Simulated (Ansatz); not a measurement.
# r2SCAN/def2-SVP (core potential) run of AlSnSiH7 (SMILES [SiH3][AlH][SnH3])

Aim: the electronic atomisation energy of AlSnSiH7 at r2SCAN/def2-SVP (core potential), from 5 runs. 

The calculation is run with Ansatz 0.2.0.

44 further runs of the same task are left out: 44 set aside as unsound or not needed.

## Step 1: The structure to begin with

AlSnSiH7: 10 atoms, total charge 0, spin state singlet. As SMILES, `[SiH3][AlH][SnH3]`. The coordinates come from a PBE0-D4/def2-TZVP relaxation.

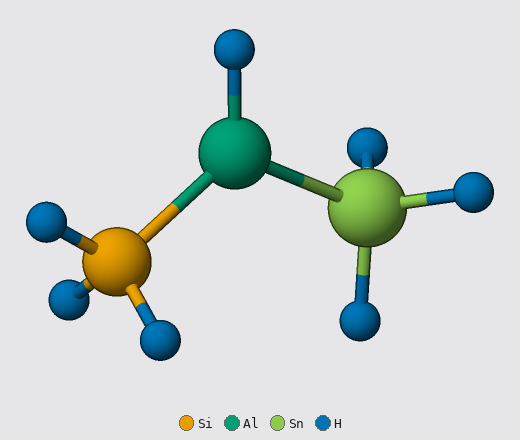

Viewed from a chosen angle; silicon amber, aluminium teal, tin green, hydrogen blue.

## Step 2: The energy at r2SCAN/def2-SVP (core potential)

input.yaml

```yaml
crystal:
  periodic: [false, false, false]
  atoms:
    - {symbol: Si, position_ang: [-1.727600, 1.016900, -0.987400]}
    - {symbol: Al, position_ang: [0.630900, 0.366100, -0.771800]}
    - {symbol: Sn, position_ang: [1.403800, -1.143700, 1.279600]}
    - {symbol: H, position_ang: [-2.584500, -0.202700, -1.056000]}
    - {symbol: H, position_ang: [-2.025800, 1.852500, -2.183800]}
    - {symbol: H, position_ang: [-2.154500, 1.780100, 0.221500]}
    - {symbol: H, position_ang: [1.723200, 0.824500, -1.833100]}
    - {symbol: H, position_ang: [2.608000, -0.374300, 2.224600]}
    - {symbol: H, position_ang: [0.128400, -1.541500, 2.349800]}
    - {symbol: H, position_ang: [2.081400, -2.629000, 0.759800]}
basis:
  gaussian: {orbitals: def2-SVP}
hamiltonian: {xc: r2scan}
accuracy: high
output: {orbitals: {seedname: orbitals}}
```

Launch:

```console
$ ansatz run input.yaml --threads 1 --pin off --max-ram 3480MiB --events-out events.jsonl --progress --plain --runs-dir runs
```

What it wrote:

```text
Warning: RAYON_NUM_THREADS=1 ignored (pool sized by the plan → 1); use --threads N
Functional definition: r2SCAN
  name "r2SCAN"
  parameter k0 = 0.174
  parameter k1 = 0.065
  parameter a1 = 4.9479
  exchange = r2scan_x(k0 = k0, k1 = k1, a1 = a1)
  correlation = r2scan_c
2236 factors; integrals over basis functions are off by at most 3.6e-8 eV
mean field evaluation 1: about -20413.8244 eV, gradient 1.6e1 eV
mean field evaluation 2: about -20414.2276 eV, gradient 1.3e1 eV
mean field evaluation 4: about -20414.9378 eV, gradient 3.9e-1 eV
mean field evaluation 8: about -20414.9253 eV, gradient 3.1e-2 eV
mean field evaluation 16: about -20414.9253 eV, gradient 2.9e-6 eV
mean field -20414.92529686 eV, -750.2346669263 hartree, gradient 2.4e-8 eV, S^2 0.000000; 0 other end points of the search recorded, 0 dependent functions left out
reference -20414.92529794 eV, -750.2346669659 hartree; 28, 28 occupied and 69, 69 virtual orbitals, 2236 factors
Total energy: -20414.92529794 eV, -750.2346669659 hartree
```

Wall time 16 s (1 thread of Intel Xeon Platinum 8259CL at 2.50GHz (Skylake/Cascade Lake), shared host); peak memory 0.36 GiB.

## Step 3: The Al atom

input.yaml

```yaml
crystal:
  periodic: [false, false, false]
  atoms:
    - {symbol: Al, position_ang: [0.000000, 0.000000, 0.000000]}
basis:
  gaussian: {orbitals: def2-SVP}
magnetization: {spin_polarized: true, initial_magnetization: 1}
hamiltonian: {xc: {name: r2SCAN}}
accuracy: high
```

Run the same way, it converges to -242.24660 Eh (log not shown).

## Step 4: The H atom

molecule.yaml

```yaml
basis:
  gaussian:
    orbitals: def2-SVP
crystal:
  periodic: [false, false, false]
  atoms:
    - {symbol: H, position_ang: [0.000000, 0.000000, 0.000000]}
magnetization:
  spin_polarized: true
  initial_magnetization: 1
hamiltonian:
  xc: {name: r2SCAN}
accuracy: high
```

Run the same way, it converges to -0.49921 Eh (log not shown).

## Step 5: The Si atom, same level

job.yaml

```yaml
crystal:
  periodic: [false, false, false]
  atoms:
    - {symbol: Si, position_ang: [0.000000, 0.000000, 0.000000]}
basis:
  gaussian: {orbitals: def2-SVP}
magnetization: {spin_polarized: true, initial_magnetization: 2}
hamiltonian: {xc: r2scan}
accuracy: high
```

Launch:

```console
$ ansatz run job.yaml --threads 1 --pin off --max-ram 3480MiB --events-out events.jsonl --progress --plain --runs-dir runs
```

What it wrote (excerpt; [...] marks lines left out):

```text
Warning: RAYON_NUM_THREADS=1 ignored (pool sized by the plan → 1); use --threads N
[... 7 set-up lines as earlier in the session ...]
134 factors; integrals over basis functions are off by at most 2.5e-9 eV
mean field evaluation 1: about -7870.6733 eV, gradient 2.4e0 eV
mean field evaluation 2: about -7870.7482 eV, gradient 6.4e-1 eV
mean field evaluation 4: about -7870.7514 eV, gradient 2.3e-1 eV
mean field evaluation 8: about -7870.7519 eV, gradient 1.1e-4 eV
mean field evaluation 16: about -7870.7519 eV, gradient 2.6e-7 eV
mean field evaluation 32: about -7870.7519 eV, gradient 9.3e-5 eV
mean field -7870.75189971 eV, -289.2447973270 hartree, gradient 8.0e-8 eV, S^2 2.006224; 2 other end points of the search recorded, 0 dependent functions left out
reference -7870.75190173 eV, -289.2447974012 hartree; 8, 6 occupied and 10, 12 virtual orbitals, 134 factors
Total energy: -7870.75190173 eV, -289.2447974012 hartree
```

It took 3.9 s on 1 thread of Intel Xeon Platinum 8259CL at 2.50GHz (Skylake/Cascade Lake), shared host; peak memory 0.14 GiB.

## Step 6: The Sn atom

in.yaml

```yaml
crystal:
  periodic: [false, false, false]
  atoms:
    - {symbol: Sn, position_ang: [0.000000, 0.000000, 0.000000]}
basis:
  gaussian: {orbitals: def2-SVP}
magnetization: {spin_polarized: true, initial_magnetization: 2}
hamiltonian: {xc: r2scan}
accuracy: high
```

Launch:

```console
$ ansatz run in.yaml --threads 1 --pin off --max-ram 3480MiB --events-out events.jsonl --progress --plain --runs-dir runs
```

What it wrote (excerpt; [...] marks lines left out):

```text
Warning: RAYON_NUM_THREADS=1 ignored (pool sized by the plan → 1); use --threads N
[... 7 set-up lines as earlier in the session ...]
223 factors; integrals over basis functions are off by at most 2.0e-9 eV
mean field evaluation 1: about -5832.0485 eV, gradient 2.2e0 eV
mean field evaluation 2: about -5832.1030 eV, gradient 8.0e-1 eV
mean field evaluation 4: about -5832.1060 eV, gradient 4.3e-1 eV
mean field evaluation 8: about -5832.1067 eV, gradient 3.7e-4 eV
mean field evaluation 16: about -5832.0101 eV, gradient 2.8e0 eV
mean field evaluation 32: about -5832.1067 eV, gradient 4.6e-3 eV
mean field -5832.10668691 eV, -214.3259676000 hartree, gradient 6.1e-9 eV, S^2 2.004498; 3 other end points of the search recorded, 0 dependent functions left out
reference -5832.10669005 eV, -214.3259677155 hartree; 12, 10 occupied and 14, 16 virtual orbitals, 223 factors
Total energy: -5832.10669005 eV, -214.3259677155 hartree
```

Wall time 5.4 s (1 thread of Intel Xeon Platinum 8259CL at 2.50GHz (Skylake/Cascade Lake), shared host); peak memory 0.18 GiB.

## Step 7: Outcome

Level: r2SCAN/def2-SVP (core potential).

| quantity | value |
| --- | --- |
| molecule: total energy | -750.23467 Eh |
| molecule: HOMO energy | -6.46 eV |
| molecule: LUMO energy | -3.05 eV |
| molecule: HOMO–LUMO gap | 3.41 eV |
| Al atom: total energy | -242.24660 Eh |
| Al atom: ⟨S²⟩ | 0.756 |
| H atom: total energy | -0.49921 Eh |
| H atom: ⟨S²⟩ | 0.750 |
| Si atom: total energy | -289.24480 Eh |
| Si atom: ⟨S²⟩ | 2.006 |
| Sn atom: total energy | -214.32597 Eh |
| Sn atom: ⟨S²⟩ | 2.004 |
| electronic atomisation energy | 25.112 eV |

What this shows: Taking the molecule apart into free atoms costs 25.11 eV (2423 kJ/mol), before zero-point energy and without spin-orbit coupling.
